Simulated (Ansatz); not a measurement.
## Geometry relaxation, with input and output: CH$_{2}$AlFO

- system: CH$_{2}$AlFO
- method: UKS BLYP/6-31G* (Ansatz 0.2.0)

It belongs to a series of runs on one base structure; here: end point B relaxed. Figures and captions count atoms from 1; the log counts them from 0 in places.

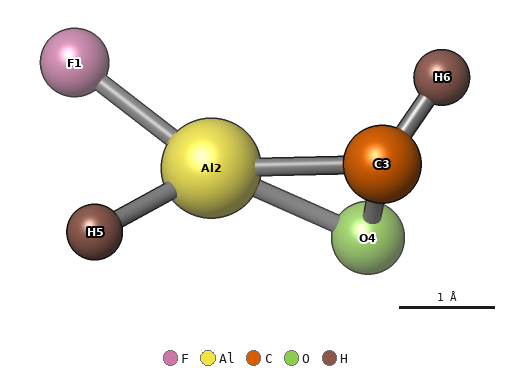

**Figure 1.** The structure as given in the input (ball-and-stick view, seen on its broad side; atoms are numbered from 1 in the order of the input). Sticks mark near contacts.

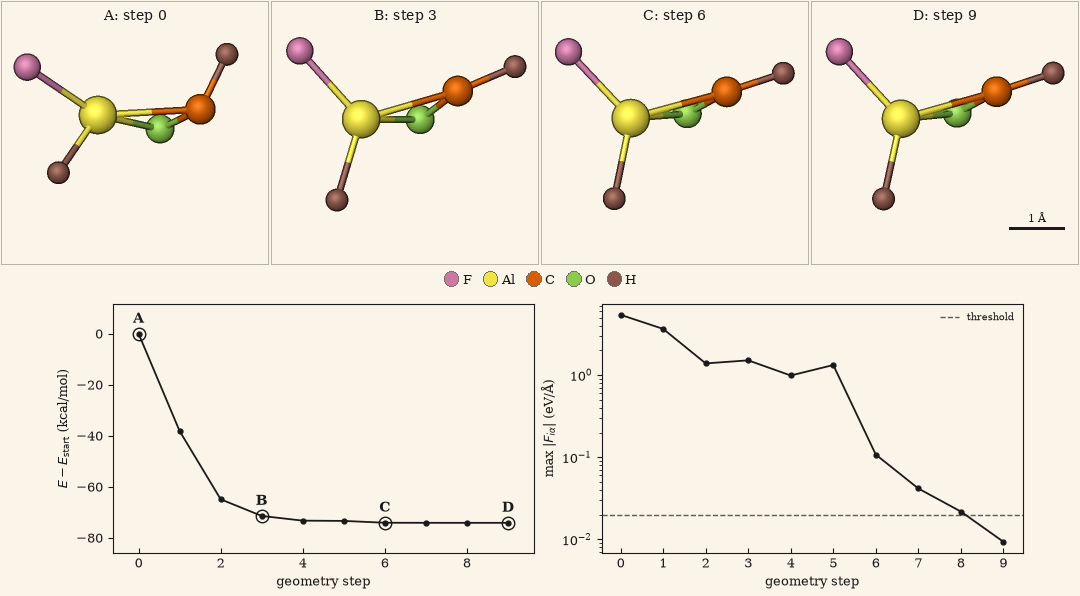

**Figure 2.** Frames of the relaxation (ball-and-stick view, seen at a tilt) above the curves, on which the letters mark them (the first geometry is step 0 here and step 1 in the log).

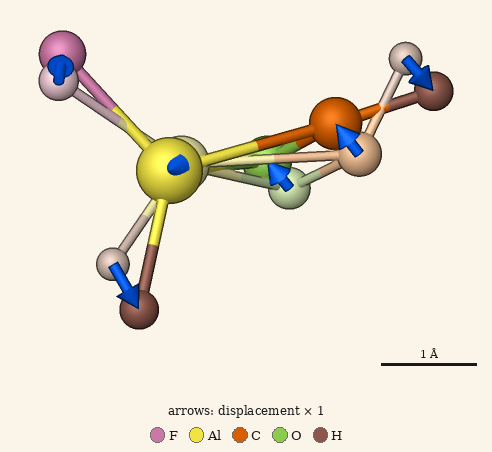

**Figure 3.** Start (faint) and end (solid) with the displacements as blue arrows, at true length (ball-and-stick view, seen at a tilt). The two geometries are laid on each other by the best rigid fit. The atom that moves furthest after the best rigid fit is H5 (0.55 Å). By element the largest moves are H 0.55 Å, F 0.52 Å, C 0.41 Å, Al 0.40 Å, O 0.39 Å. Distances before and after: F1–Al2 1.838 → 1.671 Å, Al2–O4 1.846 → 1.991 Å, Al2–H5 1.540 → 1.578 Å, Al2–C3 1.919 → 1.955 Å. Among the angles that change: Al2–C3–H6 119.4° → 170.9°, F1–Al2–H5 72.7° → 121.0°, F1–Al2–O4 155.3° → 113.1°. After 9 geometry steps the energy has fallen by 74.1 kcal/mol. The largest force component goes from 5.4 to 0.0094 eV/Å. (Atoms are counted from 1 in the order of the input.)

The input and output of the run follow.

**The input**
```yaml
crystal:
  periodic: [false, false, false]
  atoms:
    - { symbol: F, position_ang: [-0.3196, -2.5722, 0.9964] }
    - { symbol: Al, position_ang: [-0.2255, -1.1205, -0.1274] }
    - { symbol: C, position_ang: [0.2423, 0.7407, -0.1079] }
    - { symbol: O, position_ang: [-0.8003, 0.4738, -0.859] }
    - { symbol: H, position_ang: [0.53127, -2.27641, -0.80767] }
    - { symbol: H, position_ang: [0.0264, 1.3519, 0.8061] }
magnetization:
  spin_polarized: true
basis:
  gaussian: { orbitals: "6-31G*" }
hamiltonian:
  xc: blyp
relax:
  f_tol: 0.02
  max_steps: 50
```

Launch command:
```bash
ansatz run input.yaml --threads 2 --pin off --max-ram 3072MiB --backend cpu --events-out ev --progress --plain --runs-dir out
```

**Log**
```
The last accepted step is kept in [file] (removed where the run ends without a failure and the disk answers)
Engine: ansatz 0.2.0, x86_64-unknown-linux-gnu
Functional definition: BLYP
  parameter beta = 0.0042
  parameter a = 0.04918
  parameter b = 0.132
  parameter c = 0.2533
  parameter d = 0.349
  exchange = b88_x(beta = beta)
  correlation = lyp_c(a = a, b = b, c = c, d = d)
718 factors; their error is unknown
mean field evaluation 1: about -12420.4445 eV, gradient 4.1e1 eV
mean field evaluation 2: about -12296.2443 eV, gradient 1.6e2 eV
mean field evaluation 4: about -12425.7492 eV, gradient 1.6e1 eV
mean field evaluation 8: about -12426.8589 eV, gradient 3.6e-1 eV
mean field evaluation 16: about -12426.8201 eV, gradient 9.1e-4 eV
mean field evaluation 32: about -12426.8262 eV, gradient 6.2e-5 eV
mean field -12426.82621952 eV, -456.6774403619 hartree, gradient 6.4e-6 eV, S^2 0.143329; 7 other end points of the search recorded, 0 dependent functions left out
the calculation of the forces begins
reference -12426.82653576 eV, -456.6774519837 hartree; 19, 19 occupied and 49, 49 virtual orbitals, 718 factors
relax step   1: F+E_penalty+E_count = -12426.82621952 eV  Δ(F+E_penalty+E_count) = +0.000e0 eV  max|allowed force component| = 5.394e0 eV/Å  Δτ_max = 0.0000 Å  (178 SCF iters, accepted)
these checks for a lower state are left out or cut short: starts, cluster_reference, orbital_swaps, neighbouring_geometries, increment
718 factors; their error is unknown
mean field evaluation 64: about -12428.4981 eV, gradient 8.6e-1 eV
mean field -12428.48115057 eV, -456.7382579563 hartree, gradient 2.8e-5 eV, S^2 0.000000; 0 other end points of the search recorded, 0 dependent functions left out
the calculation of the forces begins
reference -12428.48146924 eV, -456.7382696672 hartree; 19, 19 occupied and 49, 49 virtual orbitals, 718 factors
relax step   2: F+E_penalty+E_count = -12428.48115057 eV  Δ(F+E_penalty+E_count) = -1.655e0 eV  max|allowed force component| = 3.638e0 eV/Å  Δτ_max = 0.1952 Å  (43 SCF iters, accepted)
these checks for a lower state are left out or cut short: starts, cluster_reference, orbital_swaps, neighbouring_geometries, increment
718 factors; their error is unknown
mean field -12429.63948516 eV, -456.7808259675 hartree, gradient 2.3e-5 eV, S^2 0.000000; 0 other end points of the search recorded, 0 dependent functions left out
the calculation of the forces begins
reference -12429.63980756 eV, -456.7808378155 hartree; 19, 19 occupied and 49, 49 virtual orbitals, 718 factors
relax step   3: F+E_penalty+E_count = -12429.63948516 eV  Δ(F+E_penalty+E_count) = -1.158e0 eV  max|allowed force component| = 1.385e0 eV/Å  Δτ_max = 0.1949 Å  (37 SCF iters, accepted)
these checks for a lower state are left out or cut short: starts, cluster_reference, orbital_swaps, neighbouring_geometries, increment
718 factors; their error is unknown
mean field -12429.92255661 eV, -456.7912286514 hartree, gradient 1.9e-5 eV, S^2 0.000000; 0 other end points of the search recorded, 0 dependent functions left out
the calculation of the forces begins
reference -12429.92287894 eV, -456.7912404968 hartree; 19, 19 occupied and 49, 49 virtual orbitals, 718 factors
relax step   4: F+E_penalty+E_count = -12429.92255661 eV  Δ(F+E_penalty+E_count) = -2.831e-1 eV  max|allowed force component| = 1.508e0 eV/Å  Δτ_max = 0.1835 Å  (36 SCF iters, accepted)
these checks for a lower state are left out or cut short: starts, cluster_reference, orbital_swaps, neighbouring_geometries, increment
718 factors; their error is unknown
mean field -12430.00229382 eV, -456.7941589396 hartree, gradient 1.8e-5 eV, S^2 0.000000; 0 other end points of the search recorded, 0 dependent functions left out
the calculation of the forces begins
reference -12430.00261513 eV, -456.7941707476 hartree; 19, 19 occupied and 49, 49 virtual orbitals, 718 factors
relax step   5: F+E_penalty+E_count = -12430.00229382 eV  Δ(F+E_penalty+E_count) = -7.974e-2 eV  max|allowed force component| = 9.871e-1 eV/Å  Δτ_max = 0.1576 Å  (36 SCF iters, accepted)
these checks for a lower state are left out or cut short: starts, cluster_reference, orbital_swaps, neighbouring_geometries, increment
718 factors; their error is unknown
mean field evaluation 96: about -12430.0457 eV, gradient 1.4e-1 eV
mean field -12430.00694254 eV, -456.7943297771 hartree, gradient 9.1e-6 eV, S^2 0.000000; 0 other end points of the search recorded, 0 dependent functions left out
the calculation of the forces begins
reference -12430.00726259 eV, -456.7943415388 hartree; 19, 19 occupied and 49, 49 virtual orbitals, 718 factors
relax step   6: F+E_penalty+E_count = -12430.00694254 eV  Δ(F+E_penalty+E_count) = -4.649e-3 eV  max|allowed force component| = 1.323e0 eV/Å  Δτ_max = 0.0713 Å  (31 SCF iters, accepted)
these checks for a lower state are left out or cut short: starts, cluster_reference, orbital_swaps, neighbouring_geometries, increment
718 factors; their error is unknown
mean field -12430.03795096 eV, -456.7954693155 hartree, gradient 2.3e-5 eV, S^2 0.000000; 0 other end points of the search recorded, 0 dependent functions left out
the calculation of the forces begins
reference -12430.03827175 eV, -456.7954811041 hartree; 19, 19 occupied and 49, 49 virtual orbitals, 718 factors
relax step   7: F+E_penalty+E_count = -12430.03795096 eV  Δ(F+E_penalty+E_count) = -3.101e-2 eV  max|allowed force component| = 1.077e-1 eV/Å  Δτ_max = 0.0524 Å  (30 SCF iters, accepted)
these checks for a lower state are left out or cut short: starts, cluster_reference, orbital_swaps, neighbouring_geometries, increment
718 factors; their error is unknown
mean field -12430.03914218 eV, -456.7955130918 hartree, gradient 1.8e-5 eV, S^2 0.000000; 0 other end points of the search recorded, 0 dependent functions left out
the calculation of the forces begins
reference -12430.03946311 eV, -456.7955248859 hartree; 19, 19 occupied and 49, 49 virtual orbitals, 718 factors
relax step   8: F+E_penalty+E_count = -12430.03914218 eV  Δ(F+E_penalty+E_count) = -1.191e-3 eV  max|allowed force component| = 4.169e-2 eV/Å  Δτ_max = 0.0095 Å  (33 SCF iters, accepted)
these checks for a lower state are left out or cut short: starts, cluster_reference, orbital_swaps, neighbouring_geometries, increment
718 factors; their error is unknown
mean field -12430.03942137 eV, -456.7955233520 hartree, gradient 1.7e-5 eV, S^2 0.000000; 0 other end points of the search recorded, 0 dependent functions left out
the calculation of the forces begins
reference -12430.03974216 eV, -456.7955351407 hartree; 19, 19 occupied and 49, 49 virtual orbitals, 718 factors
relax step   9: F+E_penalty+E_count = -12430.03942137 eV  Δ(F+E_penalty+E_count) = -2.792e-4 eV  max|allowed force component| = 2.187e-2 eV/Å  Δτ_max = 0.0092 Å  (32 SCF iters, accepted)
these checks for a lower state are left out or cut short: starts, cluster_reference, orbital_swaps, neighbouring_geometries, increment
718 factors; their error is unknown
mean field evaluation 128: about -12430.0394 eV, gradient 5.2e-6 eV
mean field -12430.03944409 eV, -456.7955241871 hartree, gradient 5.2e-6 eV, S^2 0.000000; 0 other end points of the search recorded, 0 dependent functions left out
the calculation of the forces begins
reference -12430.03976488 eV, -456.7955359758 hartree; 19, 19 occupied and 49, 49 virtual orbitals, 718 factors
relax step  10: F+E_penalty+E_count = -12430.03944409 eV  Δ(F+E_penalty+E_count) = -2.272e-5 eV  max|allowed force component| = 9.387e-3 eV/Å  Δτ_max = 0.0012 Å  (26 SCF iters, accepted)
718 factors; their error is unknown
mean field -12430.03944409 eV, -456.7955241871 hartree, gradient 5.1e-6 eV, S^2 0.000000; 1 other end points of the search recorded, 0 dependent functions left out
the calculation of the forces begins
reference -12430.03976488 eV, -456.7955359758 hartree; 19, 19 occupied and 49, 49 virtual orbitals, 718 factors
Total energy: -12430.03976488 eV, -456.7955359758 hartree
Atom 0 at    -0.714291    -2.313210     1.113328 Å, force     0.001422     0.000819    -0.000745 eV/Å
Atom 1 at     0.048094    -1.401535    -0.061702 Å, force    -0.006109    -0.002287    -0.002487 eV/Å
Atom 2 at     0.069201     0.535862     0.196747 Å, force     0.009387     0.005756     0.005088 eV/Å
Atom 3 at    -0.948442     0.257050    -0.530482 Å, force    -0.002242    -0.004719    -0.002040 eV/Å
Atom 4 at     0.785979    -2.091420    -1.273570 Å, force     0.000249     0.001010     0.001233 eV/Å
Atom 5 at     0.214030     1.610544     0.456210 Å, force    -0.002707    -0.000580    -0.001050 eV/Å
Dipole moment:     0.228377     0.414192    -0.029639 e Å
```

**Trajectory as extended XYZ (Å, eV, eV/Å), 10 frames, from step=1 to step=10**
```
6
Properties=species:S:1:pos:R:3:forces:R:3 step=1 energy=-12426.82622
F    -0.3196   -2.5722    0.9964   -1.0965   2.7273   0.0440
Al   -0.2255   -1.1205   -0.1274    1.9078  -5.3942   0.8201
C     0.2423    0.7407   -0.1079   -0.9008  -0.9664   1.9309
O    -0.8003    0.4738   -0.8590   -0.6506   1.6251   0.1145
H     0.5313   -2.2764   -0.8077    0.4783   0.2162  -1.8918
H     0.0264    1.3519    0.8061    0.2618   1.7921  -1.0177
6
Properties=species:S:1:pos:R:3:forces:R:3 step=2 energy=-12428.48115
F    -0.4121   -2.5021    1.0882   -0.5735   2.4152  -0.8141
Al   -0.1589   -1.2305   -0.1570    1.3617  -3.6376   1.3341
C     0.2168    0.6662    0.0024   -1.7444  -0.0054   1.8395
O    -0.7997    0.4407   -0.7936   -0.0067   0.7118   0.3225
H     0.5879   -2.2941   -0.9937    0.2327   0.2557  -1.2811
H     0.0205    1.5171    0.7542    0.7301   0.2602  -1.4010
6
Properties=species:S:1:pos:R:3:forces:R:3 step=3 energy=-12429.63948
F    -0.5129   -2.3614    1.1127   -0.5751   0.3115   0.3632
Al   -0.0548   -1.3543   -0.1335    0.8333  -0.4376  -0.0436
C     0.1317    0.5786    0.1543   -1.3847   1.3568   0.5848
O    -0.8087    0.3753   -0.7264    0.4421  -0.1355   0.6449
H     0.6401   -2.2897   -1.1732    0.1228   0.2608  -0.5778
H     0.0591    1.6488    0.6666    0.5616  -1.3560  -0.9715
6
Properties=species:S:1:pos:R:3:forces:R:3 step=4 energy=-12429.92256
F    -0.6569   -2.3483    1.1568    0.2065   0.5499  -0.5448
Al    0.0446   -1.3989   -0.0671   -0.1095  -0.5585   0.2734
C     0.0798    0.5523    0.2151   -0.5603   1.2118  -0.1085
O    -0.8445    0.2810   -0.6496    0.3950   0.0682   0.6270
H     0.6983   -2.1738   -1.3029   -0.0084   0.2365   0.2181
H     0.1333    1.6849    0.5483    0.0767  -1.5079  -0.4653
6
Properties=species:S:1:pos:R:3:forces:R:3 step=5 energy=-12430.00229
F    -0.7080   -2.3778    1.1323    0.1411   0.3856  -0.3294
Al    0.0141   -1.4089   -0.0462   -0.0838  -0.2670   0.2039
C     0.0953    0.5247    0.1736   -0.3758   0.9871   0.2866
O    -0.9375    0.2843   -0.5472    0.0664  -0.3957   0.0164
H     0.7806   -2.0478   -1.2561    0.0120  -0.1226  -0.1000
H     0.2100    1.6228    0.4441    0.2401  -0.5874  -0.0775
6
Properties=species:S:1:pos:R:3:forces:R:3 step=6 energy=-12430.00694
F    -0.6979   -2.3379    1.1317   -0.0367   0.0378  -0.0451
Al    0.0411   -1.4116   -0.0478    0.0713   0.4449   0.0955
C     0.0454    0.5621    0.2083    0.5459  -1.3231   0.0907
O    -0.9087    0.2537   -0.5790   -0.4352   0.2341  -0.1603
H     0.7585   -2.0821   -1.2817    0.0293  -0.0204   0.0220
H     0.2162    1.6132    0.4691   -0.1745   0.6267  -0.0028
6
Properties=species:S:1:pos:R:3:forces:R:3 step=7 energy=-12430.03795
F    -0.7138   -2.3318    1.1158   -0.0200   0.0138   0.0301
Al    0.0437   -1.4053   -0.0487    0.0273   0.0860  -0.0956
C     0.0717    0.5379    0.1934   -0.1077  -0.0452  -0.0047
O    -0.9434    0.2584   -0.5401    0.0907   0.0023   0.0841
H     0.7798   -2.0759   -1.2718    0.0077  -0.0270   0.0105
H     0.2166    1.6139    0.4519    0.0020  -0.0299  -0.0245
6
Properties=species:S:1:pos:R:3:forces:R:3 step=8 energy=-12430.03914
F    -0.7130   -2.3227    1.1152   -0.0102   0.0107   0.0015
Al    0.0438   -1.4030   -0.0567    0.0166   0.0136  -0.0309
C     0.0677    0.5353    0.1974    0.0123   0.0417   0.0115
O    -0.9469    0.2597   -0.5350   -0.0064  -0.0258   0.0083
H     0.7852   -2.0837   -1.2724   -0.0061  -0.0060   0.0103
H     0.2177    1.6117    0.4520   -0.0062  -0.0341  -0.0007
6
Properties=species:S:1:pos:R:3:forces:R:3 step=9 energy=-12430.03942
F    -0.7141   -2.3136    1.1141    0.0021   0.0041  -0.0036
Al    0.0479   -1.4015   -0.0610   -0.0006  -0.0112  -0.0115
C     0.0691    0.5357    0.1961    0.0209   0.0201   0.0219
O    -0.9480    0.2576   -0.5315   -0.0164  -0.0103  -0.0109
H     0.7858   -2.0911   -1.2740   -0.0043   0.0036   0.0088
H     0.2139    1.6103    0.4569   -0.0017  -0.0063  -0.0047
6
Properties=species:S:1:pos:R:3:forces:R:3 step=10 energy=-12430.03944
F    -0.7143   -2.3132    1.1133    0.0014   0.0008  -0.0007
Al    0.0481   -1.4015   -0.0617   -0.0061  -0.0023  -0.0025
C     0.0692    0.5359    0.1967    0.0094   0.0058   0.0051
O    -0.9484    0.2571   -0.5305   -0.0022  -0.0047  -0.0020
H     0.7860   -2.0914   -1.2736    0.0002   0.0010   0.0012
H     0.2140    1.6105    0.4562   -0.0027  -0.0006  -0.0010
```

**Results in brief**

```json
{"quantity": "outcome", "value": "converged"}
{"quantity": "total energy", "value": "−12430.0398 eV"}
{"quantity": "mean-field energy", "value": "−12430.0398 eV"}
{"quantity": "largest force (length of the vector) at the end", "value": "0.012 eV/Å"}
{"quantity": "hardware", "value": "2 threads of Intel Xeon @ 2.60GHz (Ice Lake), 24 GiB of memory available, shared host"}
{"quantity": "wall time", "value": "16 s (CPU time 31 s)"}
{"quantity": "peak memory", "value": "0.2 GiB"}
```
